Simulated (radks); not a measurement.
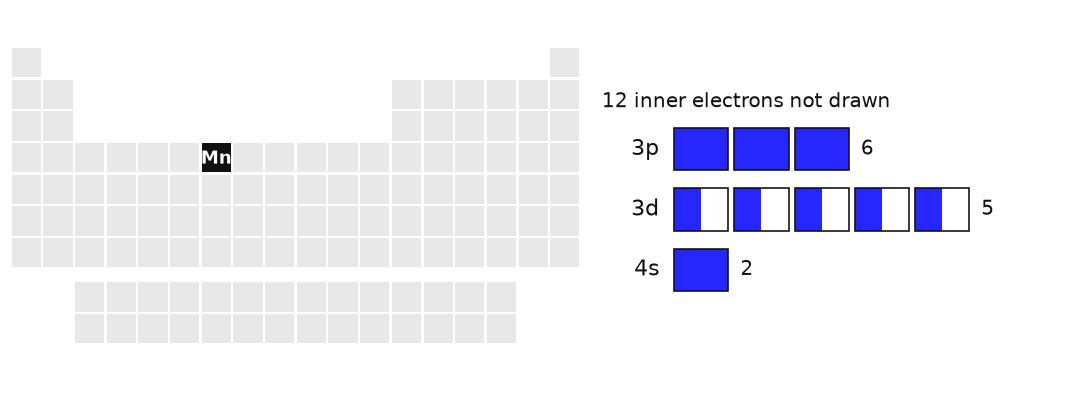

Fig. 1: Left, the place of manganese in the periodic table; right, the outer shells as the input fills them: a box for each of the 2l + 1 orbitals, shaded by the share of the shell that is filled, with the electron count at the right.

**Atomic calculation for Mn**

- system: a free Mn atom in the configuration [Ar] 3d5 4s2 (high spin).
- method: scalar-relativistic Kohn-Sham, r2SCAN, spin-polarised, spherical densities, finite nucleus (the in-house radial solver radks)

**Input**
```
Z 25
configuration [Ar] 3d5 4s2
relativity scalar-relativistic
functional r2scan,r2scan
spin polarised
nucleus finite rms 3.7057 fm
c 137.035999084
history 1
mixing 0.2
max_iterations 82
```

Energies in input and log are in hartree, lengths in bohr (the nuclear radius in fm).

Hardware: 1 thread of Arm Neoverse N1, 69 GiB of memory available, shared host.

Launched within a batch (the task file carries these settings):
```bash
python <driver script> task.json out
```

**The program's output**
```
1s      1   1.0000        -237.09458495
2s      1   1.0000         -27.65992492
2p      1   3.0000         -23.36639954
3s      1   1.0000          -3.34423972
3p      1   3.0000          -2.14780404
3d      1   5.0000          -0.31998396
4s      1   1.0000          -0.21163024
1s      2   1.0000        -237.09571915
2s      2   1.0000         -27.56125857
2p      2   3.0000         -23.29117563
3s      2   1.0000          -3.09932348
3p      2   3.0000          -1.90384106
3d      2   0.0000          -0.10063083
4s      2   1.0000          -0.16744638
Etot -1158.7419668293728
Ekin 1171.5727014129334
Encl -2766.3909714751753
Eh 488.50264494009076
Exc -52.42634170722165
err 2.2590070465343467e-06
it 73
```

**Outcome**

| quantity | value |
| --- | --- |
| outcome | converged |
| total energy | −1158.7420 hartree |
| kinetic energy | 1171.5727 hartree |
| electron–nucleus energy | −2766.3910 hartree |
| Hartree energy | 488.502645 hartree |
| exchange–correlation energy | −52.426342 hartree |
| radius at density 0.001 e/bohr³ | 4.58 bohr |
| SCF iterations | 73 |
| wall time | 0.86 s |

**What is odd here**

A numerical setting was moved from its usual value: mixing history nhist = 1, mixing factor beta = 0.2. The program ran to the end, and its total energy equals that of the same run with the usual input (−1158.74197 hartree) within 10⁻⁵ hartree, so the oddity leaves no trace in it.
